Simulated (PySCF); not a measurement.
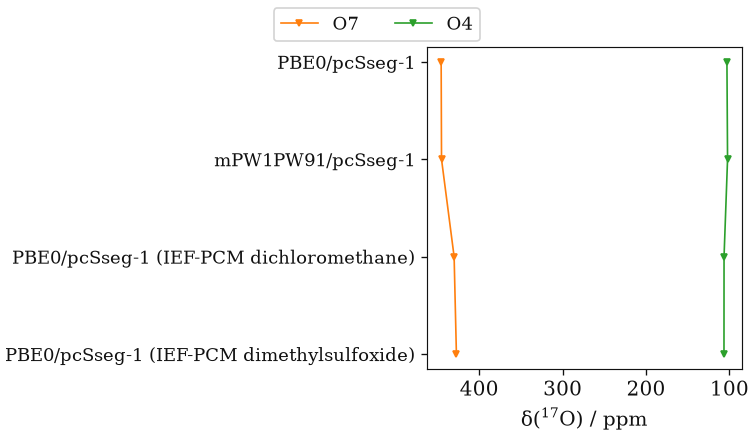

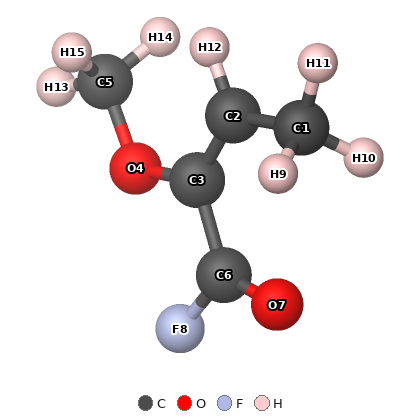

GIAO ¹⁷O shifts of C₅H₇FO₂, SMILES C/C=C(/OC)C(=O)F at several levels, one geometry, PySCF, at a PBE0-D3(BJ)/def2-SVP geometry (no frequency check); values of one conformer, averaged over methyl-type rotors and exact or near symmetry; other conformers aren't averaged in; each against H₂O at the same level (¹⁷O: a single water molecule, while the usual scale starts at liquid water and gives values some tens of ppm lower).

### Which of the plotted signals depends most on the level, and by how much?

That of O7: from 427.3 ppm (PBE0/pcSseg-1 (IEF-PCM dimethylsulfoxide)) to 445.6 ppm (PBE0/pcSseg-1), a spread of 18.3 ppm. The steadiest, O4, moves by 4.3 ppm.

### Do all levels give the signals in the same order?

Yes, the order of the signals is the same at every level.
